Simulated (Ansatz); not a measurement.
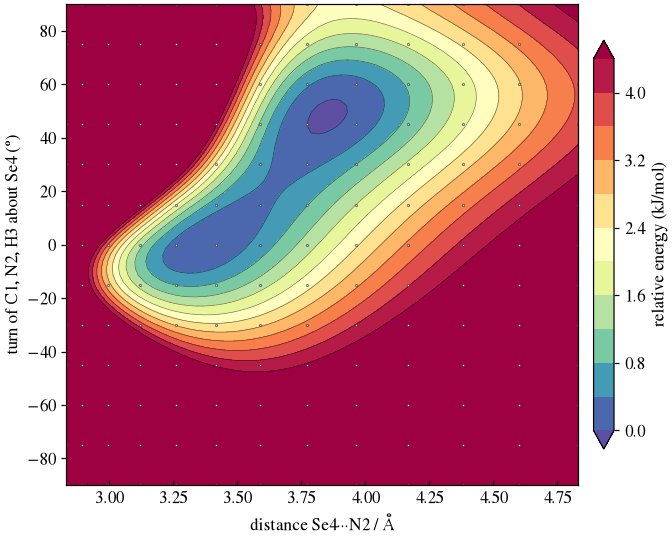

The pair CHN···H₂Se. The turn is about an axis along (−0.92, 0.38, −0.03) in the frame of the relaxed pair, normal to the line between the partners. First axis: distance Se4···N2. Second axis: turn of C1, N2, H3 about Se4. Grid: 13 × 13 points. Points are written as (first, second). All energies are given in kJ/mol relative to the lowest grid point. Theory: RKS B3LYP-D4/def2-TZVPD in Ansatz 0.2.0.

Drawn: filled contours, dots at the grid points, one colour for all values above the top of the scale. Between grid points the surface is interpolated.

> Where is the minimum, and how stiff is the well along each coordinate?

The interpolated minimum is at distance Se4···N2 ≈ 3.849 Å, turn of C1, N2, H3 about Se4 ≈ 48°. The curvatures there are about 0.3 eV/Å² and 0.14 eV/rad², with a cross term of about −0.084 eV/(Å·rad). Round the minimum the valley is somewhat tilted: raising distance Se4···N2 shifts the best value of turn of C1, N2, H3 about Se4 upwards (coupling k₁₂/√(k₁₁k₂₂) about −0.4). (1 eV is 96.5 kJ/mol.)
